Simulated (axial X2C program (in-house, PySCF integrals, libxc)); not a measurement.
# NbCl⁻: relativistic diatomic calculation

NbCl⁻, single determinant with Ω = 3/2 (not the lowest found). Computed at this level: PBE0, two-component X2C with atomic mean-field Coulomb and Gaunt terms, Nb dyall-acv3z, Cl dyall-av3z (cores contracted) (axial X2C program (in-house, PySCF integrals, libxc)).

Input file:
```
{"zs": [41, 17], "q": -1, "bas": ["dyall-acv3z", "dyall-av3z"], "levels": ["PBE0", "HF", "BP86"], "cc": true, "r0": 2.46, "thr": -1.0, "nmax": 90, "npts": 10, "nst": 2, "ntry": 6}
```

The line is the task of a batch: nuclear charges, charge, bases, the levels to run, a first guess of the distance and further settings. This report covers PBE0 with spin-orbit coupling. The log is that of the reference distance 2.453 Å.

Launched within a batch (the task file carries these settings):
```bash
python <driver script> task.json out
```

Output:
```
two-component X2C + atomic mean field  PBE0
basis functions 225  fitting functions 1064  grid points 5081
iter        total energy     max residual
   1      -4279.011625870     1.51e+00
   2      -4279.136825003     6.89e-03
   3      -4279.136964825     5.80e-03
   4      -4279.136977711     3.87e-04
   5      -4279.136980187     1.18e-03
   6      -4279.136981544     1.01e-04
   7      -4279.136981618     3.87e-05
   8      -4279.136981673     5.28e-05
   9      -4279.136981695     1.36e-05
  10      -4279.136981697     6.73e-06
converged
one-electron -6215.62277385  Coulomb 1935.95700281  exact exchange -36.40034864  xc functional -111.61320565  nuclear repulsion 150.36140074  atomic mean-field constant -1.81905710
```

The points of the curve:

| R (Å) | E (hartree) | dipole (D; origin at the first atom, positive when the second is positive) | highest filled (eV) | lowest empty (eV) |
| --- | --- | --- | --- | --- |
| 2.306 | −4279.133612 | 1.91 | 0.69 | 1.65 |
| 2.379 | −4279.136211 | 0.79 | 0.64 | 1.67 |
| 2.453 | −4279.136982 | −0.25 | 0.57 | 1.69 |
| 2.539 | −4279.136256 | −1.36 | 0.48 | 1.71 |
| 2.625 | −4279.134359 | −2.38 | 0.38 | 1.73 |

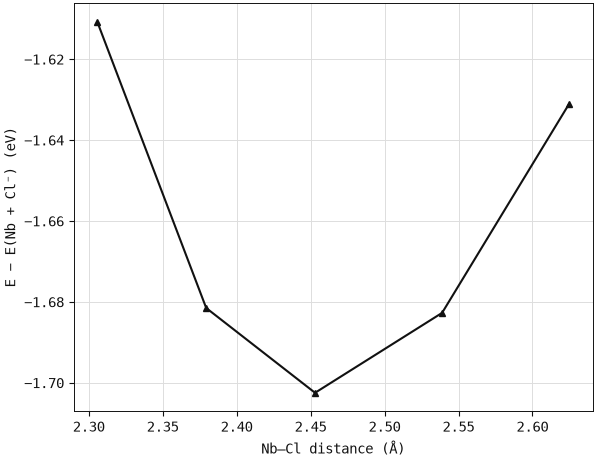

Fig. 1: Energy at 5 bond lengths, for one set of occupations held fixed; the line joins the points. A polynomial of degree 3 through 5 points gives rₑ = 2.455 Å, ωₑ = 262.9 cm⁻¹ and Bₑ = 0.1101 cm⁻¹. The minimum lies 1.70 eV below Nb + Cl⁻, each computed as one determinant at the same level.

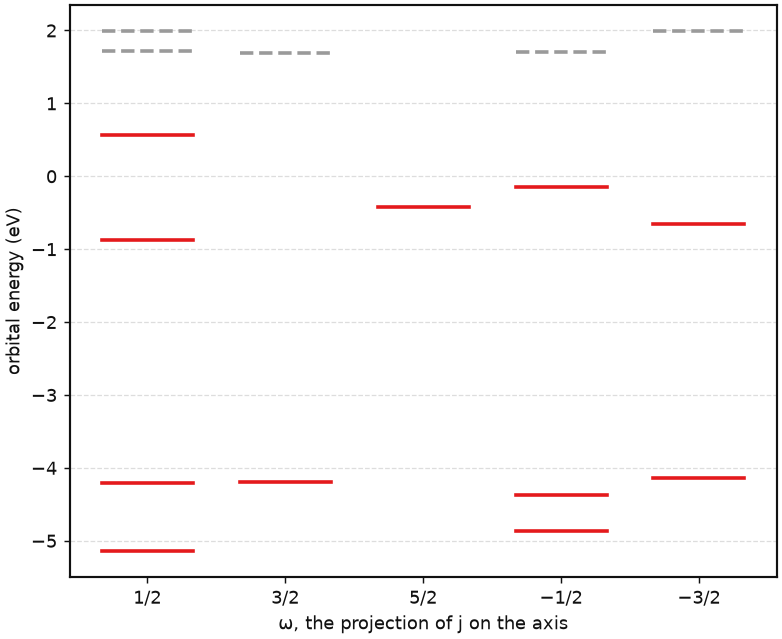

Fig. 2: Orbital energies near the frontier at 2.45 Å, filled (solid) and empty (dashed). The highest filled spinor (1/2; 38 % Nb d, 35 % Nb p) lies at 0.57 eV, the lowest empty one (3/2; 99 % Nb p) at 1.69 eV. A filled level above zero is held only by the finite basis .

Key numbers:

```tsv
quantity	value
outcome	converged; a filled level lies above zero
bond length rₑ	2.455 Å
ωₑ	262.9 cm⁻¹
energy at the minimum	−4279.13698 hartree
depth below the fragments	1.70 eV
hardware	1 thread of Arm Neoverse V2, 24 GiB of memory available, shared host
wall time	12 s
peak memory	0.86 GiB
```

Remarks:

The highest filled level (PBE0, up to 0.69 eV) lies above zero. That is common for anions, where the functional's self-interaction leaves the outer electrons unbound; only the finite basis holds them, so such levels depend on it. Limits: 5 of the 10 points asked for were kept.
